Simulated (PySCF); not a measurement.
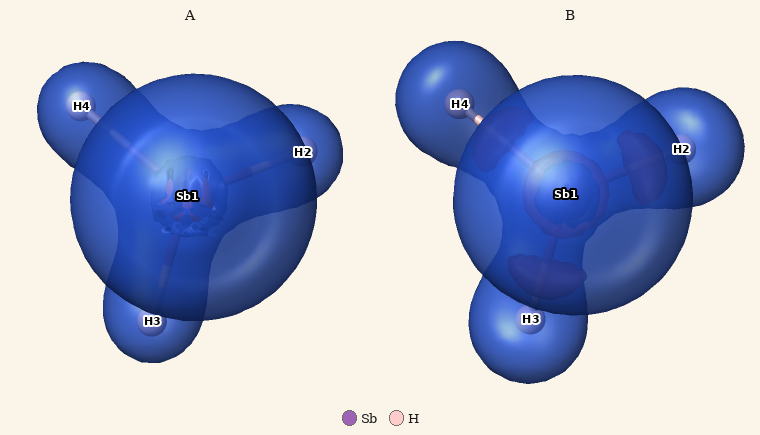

H$_{3}$Sb, SMILES `[SbH3]`. The Fukui function f⁻ from two separate SCF calculations and the density of the HOMO, at ±0.03 e/Å³ (blue positive, red negative).

Method: r2SCAN/def2-SVPD; geometry: GFN2-xTB; program: PySCF. Core potentials replace the inner electrons of Sb; spin–orbit coupling isn't included. No frequency check shows the geometry to be a minimum. GFN2-xTB bond lengths at metals and heavier atoms can be off by up to 0.1 Å and shapes distorted, which carries into these values.

Cartesian coordinates (Å):

```
Sb1      0.0403    0.0351    0.0132
H2       0.2379   -1.4730   -0.7094
H3      -1.0619   -0.6581    1.0810
H4      -1.2322    0.3413   -1.0466
```

Q: Which panel is which, and how good is the frozen-orbital picture?

A: B is f⁻ (it has negative regions), A the HOMO density. The HOMO lies on Sb1 (77 %) and H2, H3 and H4 (8 % each); f⁻ (Hirshfeld-condensed) is largest on Sb1 (0.63); the vertical ionisation energy is 10.02 eV. Relaxation shifts 13 % of the electron between atoms. The orbital energy is −6.83 eV.
